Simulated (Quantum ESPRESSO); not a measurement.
**Convergence study of the k-point mesh at a smearing width of 0.02 eV for Ba (Im-3m, 1 atom in the cell)**

```yaml
crystal:
  lattice:
    - [2.49745, 2.49745, 2.49745]
    - [-2.49745, 2.49745, 2.49745]
    - [-2.49745, -2.49745, 2.49745]
  atoms:
    - { symbol: Ba, position: [0.00000, 0.00000, 0.00000] }
```

Computed with PBE, SSSP 1.1.2 efficiency (PBE) pseudopotentials (plane waves; Quantum ESPRESSO).

Base settings: ecutwfc = 45 Ry; ecutrho = 360 Ry; occupations = smearing; smearing = gaussian; degauss = 0.0073499 Ry; potentials = {Ba: Ba.pbe-spn-kjpaw_psl.1.0.0.UPF}; K_POINTS = automatic 8 8 8 0 0 0; conv_thr = 1e-10 Ry; mixing_beta = 0.3.

In this ladder: degauss = 0.00147 Ry.

Only quantities that move along the ladder and can be compared are tabulated.

The count of work is k-points × plane waves × bands × iterations; it is no time. Core times come from one kind of shared machine, to one figure; runs under 30 s give none.

The starting cell has typed, rounded lattice constants, without a prior relaxation at this level. Its lattice was rescaled by up to half a per cent.

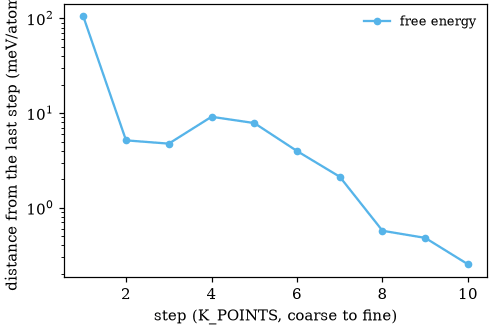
Distance from the last step along the ladder; very small values are drawn at a floor.

```tsv
K_POINTS	free energy less the last step's (meV/atom)	pressure (GPa)	count of work / last	core time / last (rough)
automatic 3 3 3 0 0 0	104.90	-0.70	0.014	–
automatic 4 4 4 0 0 0	5.15	0.40	0.049	–
automatic 5 5 5 0 0 0	-4.76	-0.05	0.040	–
automatic 6 6 6 0 0 0	9.14	0.22	0.053	–
automatic 7 7 7 0 0 0	7.85	0.28	0.076	–
automatic 8 8 8 0 0 0	-3.98	0.13	0.096	–
automatic 10 10 10 0 0 0	2.13	0.14	0.33	0.4
automatic 12 12 12 0 0 0	0.57	0.16	0.22	–
automatic 15 15 15 0 0 0	-0.48	0.13	0.36	0.4
automatic 18 18 18 0 0 0	-0.25	0.15	0.59	0.6
automatic 22 22 22 0 0 0	0.00	0.16	1.0	1
```

Coarsest K_POINTS that holds the free energy within 1 meV/atom of the last step, with all finer ones: automatic 12 12 12 0 0 0, at 0.22 of the last step's count of work; the step before is off by 2.1 meV/atom.

Coarsest K_POINTS that holds the pressure within 0.5 GPa of the last step, with all finer ones: automatic 4 4 4 0 0 0, at 0.049 of the last step's count of work; the step before is off by 0.86 GPa.
